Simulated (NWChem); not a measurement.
# One shape, several levels: CH3 (methyl radical)

We compute a comparison of 3 runs (UHF/STO-3G, UB3LYP/6-31G*, UMP2/3-21G) of CH3 (methyl radical). 

The calculation is run with NWChem 7.3.0.

## Step 1: The molecule

CH3 has 4 atoms, charge 0, and is taken as a doublet. As SMILES, `[CH3]`. The shape is that of a PBE0-D4/def2-TZVP optimisation.

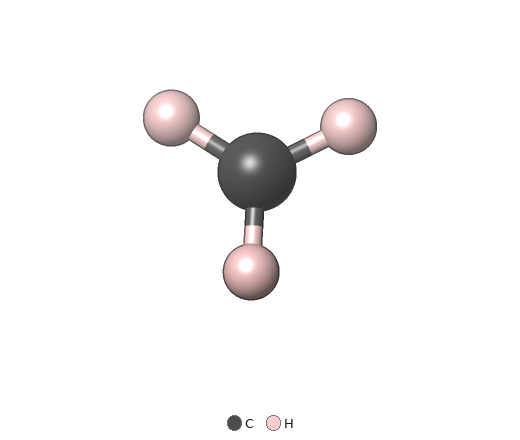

Viewed from a chosen angle; carbon dark grey, hydrogen pink.

## Step 2: Energy and gradient at UHF/STO-3G (run 1)

struct.nw reads:

```
start struct
title "CH3"
memory total 2200 mb

geometry units angstrom noautosym nocenter noautoz
C        0.000000       0.000000       0.000000
H        0.091200       0.901900       0.587200
H       -0.883200      -0.167600      -0.598700
H        0.792000      -0.734300       0.011400
end

basis spherical bse
* library STO-3G
end

scf
nopen 1
uhf
thresh 1e-08
maxiter 80
noprint "final vectors analysis"
end

task scf gradient
```

Started as:

```sh
$ nwchem struct.nw > struct.out
```

The log of the run:

```text
[...]
  functions       =     8
[...]
  wavefunction    = UHF
[...]
         Total SCF energy =    -39.076701072998
      One electron energy =    -71.332340881448
      Two electron energy =     22.588053729800
 Nuclear repulsion energy =      9.667586078650
                       Sz =      0.5000
                 Sz(Sz+1) =      0.7500
                      S^2 =      0.7653
[...]
                         UHF ENERGY GRADIENTS
    atom               coordinates                        gradient
                 x          y          z           x          y          z
   1 C       0.000000   0.000000   0.000000    0.000002   0.000018   0.000011
   2 H       0.172343   1.704344   1.109647    0.000143   0.001462   0.000950
   3 H      -1.669006  -0.316718  -1.131379   -0.001440  -0.000274  -0.000976
   4 H       1.496663  -1.387626   0.021543    0.001294  -0.001206   0.000015
[...]
```

Run time: 0.66 s. Hardware: 1 thread of Intel Xeon 6975P-C (Granite Rapids), shared host; peak memory 0.099 GiB.

## Step 3: Energy and gradient at UB3LYP/6-31G(d) (Cartesian functions) (run 2)

ch3.xyz reads:

```xyz
4
CH3 gradient
C      0.000000     0.000000     0.000000
H      0.091200     0.901900     0.587200
H     -0.883200    -0.167600    -0.598700
H      0.792000    -0.734300     0.011400
```

run.py reads:

```python
from ase.io import read
from ase.calculators.nwchem import NWChem

molecule = read('ch3.xyz')

calc = NWChem(
    label='ch3',
    theory='dft',
    memory='2200 mb',
    basis='6-31G*',
    dft={'xc': 'b3lyp', 'mult': '2', 'grid': 'xfine', 'convergence': 'energy 1e-08', 'iterations': '100', 'mulliken': None, 'print': 'low'},
)
molecule.calc = calc

forces = molecule.get_forces()
e = molecule.get_potential_energy()
print(f"E = {e:.6f} eV")
print("forces (eV/A):")
for s, f in zip(molecule.symbols, forces):
    print(f"{s:2s} {f[0]:10.5f} {f[1]:10.5f} {f[2]:10.5f}")
```

Started as:

```sh
$ export ASE_NWCHEM_COMMAND="nwchem PREFIX.nwi > PREFIX.nwo"
$ python run.py
```

The log of the run:

```text
E = -1084.054746 eV
forces (eV/A):
C    -0.00005   -0.00067   -0.00046
H     0.00848    0.08243    0.05379
H    -0.08048   -0.01522   -0.05451
H     0.07199   -0.06654    0.00118
```

The calculator wrote ch3.nwi:

```
title "ch3"

permanent_dir ch3

scratch_dir ch3

start ch3

geometry units angstrom nocenter noautosym noautoz
  C  0.0000000000000000e+00 0.0000000000000000e+00 0.0000000000000000e+00
  H  9.1200000000000003e-02 9.0190000000000003e-01 5.8720000000000006e-01
  H  -8.8319999999999999e-01 -1.6760000000000000e-01 -5.9870000000000001e-01
  H  7.9200000000000004e-01 -7.3429999999999995e-01 1.1400000000000000e-02
end

memory 2200 mb

basis noprint
   * library 6-31G*
end

dft
  xc b3lyp
  mult 2
  grid xfine
  convergence energy 1e-08
  iterations 100
  mulliken
  print low
end

task dft gradient
```

ch3.nwo:

```text
Northwest Computational Chemistry Package (NWChem) 7.3.0
             --------------------------------------------------------

           Job information
           ---------------

    nwchem branch   = 7.3.0
    use scalapack   = T
    input           = ch3.nwi
    prefix          = ch3.
    data base       = ch3/ch3.db
    status          = startup
    nproc           =        1

           Memory information
           ------------------

    heap     =     72089596 doubles =      550.0 Mbytes
    stack    =     72089601 doubles =      550.0 Mbytes
    global   =    144179200 doubles =     1100.0 Mbytes (distinct from heap & stack)
    total    =    288358397 doubles =     2200.0 Mbytes
    verify   = yes
    hardfail = no

[... 35 lines left out ...]
            Nuclear Dipole moment (a.u.)
[... 73 lines left out ...]
   convergence    iter        energy       DeltaE   RMS-Dens  Diis-err    time
[... 7 lines left out ...]
         Total DFT energy =      -39.838277433800
      One electron energy =      -71.663124016258
           Coulomb energy =       28.657893574670
    Exchange-Corr. energy =       -6.500633070862
 Nuclear repulsion energy =        9.667586078650
[... 42 lines left out ...]
    Atom       Charge   Shell Charges
 -----------   ------   -------------------------------------------------------
    1 C    6     1.08   0.00  0.02  0.57  0.01  0.47  0.01
    2 H    1    -0.03  -0.02 -0.01
    3 H    1    -0.03  -0.02 -0.01
    4 H    1    -0.03  -0.02 -0.01

     --------------------------
     Expectation value of S2:
     --------------------------
      <S2> =      0.7537 (Exact =     0.7500)

                         DFT ENERGY GRADIENTS

    atom               coordinates                        gradient
                 x          y          z           x          y          z
   1 C       0.000000   0.000000   0.000000    0.000001   0.000013   0.000009
   2 H       0.172343   1.704344   1.109647   -0.000165  -0.001603  -0.001046
   3 H      -1.669006  -0.316718  -1.131379    0.001565   0.000296   0.001060
   4 H       1.496663  -1.387626   0.021543   -0.001400   0.001294  -0.000023

 Task  times  cpu:        2.8s     wall:        2.8s
 Total times  cpu:        2.8s     wall:        2.8s
```

It took 3.9 s on 1 thread of Intel Xeon 6975P-C (Granite Rapids), shared host; peak memory 0.12 GiB.

## Step 4: Energy and gradient at UMP2/3-21G (run 3)

calc.xyz reads:

```xyz
4
CH3 gradient
C      0.000000     0.000000     0.000000
H      0.091200     0.901900     0.587200
H     -0.883200    -0.167600    -0.598700
H      0.792000    -0.734300     0.011400
```

calc.nw reads:

```
start calc
title "CH3 gradient"
memory total 2200 mb
charge 0
geometry units angstroms noautosym nocenter noautoz
  load format xyz calc.xyz
end
basis spherical bse
  * library 3-21G
end
scf
  doublet
  uhf
  thresh 1e-08
  maxiter 80
end
mp2
  freeze core 1
  tight
end
task mp2 gradient
```

Started as:

```sh
$ nwchem calc.nw > calc.out
```

The log of the run:

```text
[...]
  functions       =    15
[...]
  wavefunction    = UHF
[...]
         Total SCF energy =    -39.342459848411
      One electron energy =    -71.249008361888
      Two electron energy =     22.238962434826
 Nuclear repulsion energy =      9.667586078650
                       Sz =      0.5000
                 Sz(Sz+1) =      0.7500
                      S^2 =      0.7624
[...]
          Total MP2 energy           -39.418237751920
[...]
                         mp2 ENERGY GRADIENTS
    atom               coordinates                        gradient
                 x          y          z           x          y          z
   1 C       0.000000   0.000000   0.000000    0.000001   0.000013   0.000009
   2 H       0.172343   1.704344   1.109647    0.000006   0.000091   0.000057
   3 H      -1.669006  -0.316718  -1.131379   -0.000093  -0.000018  -0.000064
   4 H       1.496663  -1.387626   0.021543    0.000087  -0.000085  -0.000002
[...]
```

Wall time 0.7 s (1 thread of Intel Xeon 6975P-C (Granite Rapids), shared host); peak memory 0.1 GiB.

## Step 5: The series

| run | level | Cartesian functions | iteration cap | energy (Eh) | dipole moment (D) | ⟨S²⟩ | largest force (eV/Å) | wall time |
| --- | --- | --- | --- | --- | --- | --- | --- | --- |
| 1 | UHF/STO-3G | no | 80 | -39.076701 | 0.00 | 0.765 | 0.091 | 0.66 s |
| 2 | UB3LYP/6-31G* (Cartesian functions) | yes | 100 | -39.838277 | – | 0.754 | 0.099 | 3.9 s |
| 3 | UMP2/3-21G | no | 80 | -39.418238 | 0.00 | 0.762 | 0.006 | 0.7 s |

## Step 6: Results

```
                                                         quantity         value
                                              run 3: total energy  -39.41824 Eh
   run 3: dipole moment (of the density that the program reports)        0.00 D
run 3: HOMO energy (Hartree–Fock orbitals) (highest over α and β)     -10.51 eV
 run 3: LUMO energy (Hartree–Fock orbitals) (lowest over α and β)       4.42 eV
                run 3: correlation energy (1 core orbital frozen)     -75.8 mEh
                         run 3: ⟨S²⟩ of the reference determinant         0.762
                                  run 3: largest force on an atom    0.006 eV/Å
```

In words: In run 1 the basis is minimal, so the values are rough. All runs together took 5.3 s, the longest 3.9 s.
